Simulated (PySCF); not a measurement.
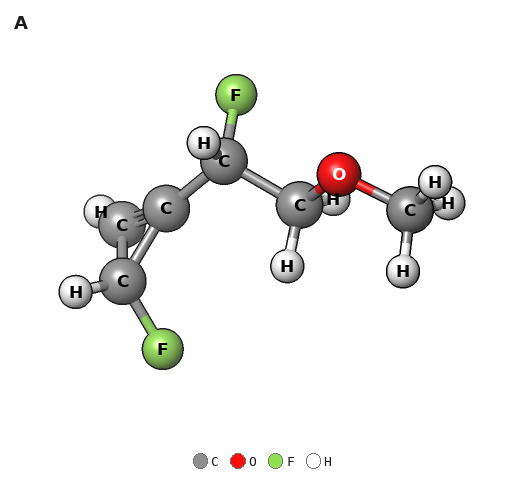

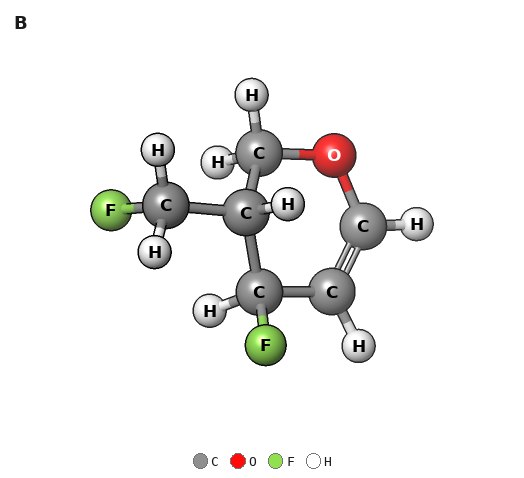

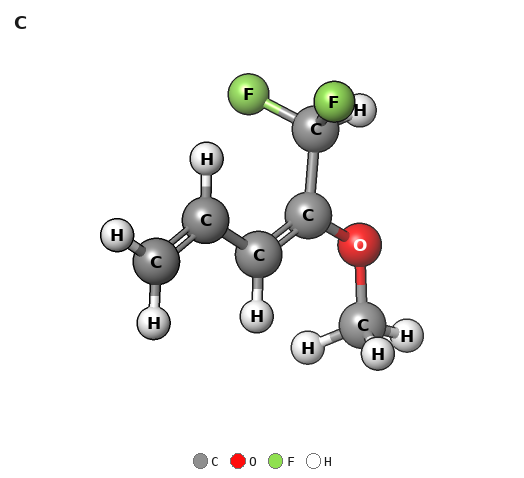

3 stationary structures of one formula. Geometries: GFN2-xTB. Electronic energies: PBE0/pcSseg-1 (PySCF 2.14.0), without zero-point energy. No frequency run is at hand to confirm each as a minimum. Each is one conformer, not always the lowest.

Which structure is the most stable?

Answer. B is lowest; C lies 0.723 eV above it, A lies 2.233 eV above it. A is `COC[C@@H](F)C1=C[C@H]1F`, B is `FC[C@@H]1COC=C[C@H]1F`, C is `C=C/C=C(/OC)C(F)F`.
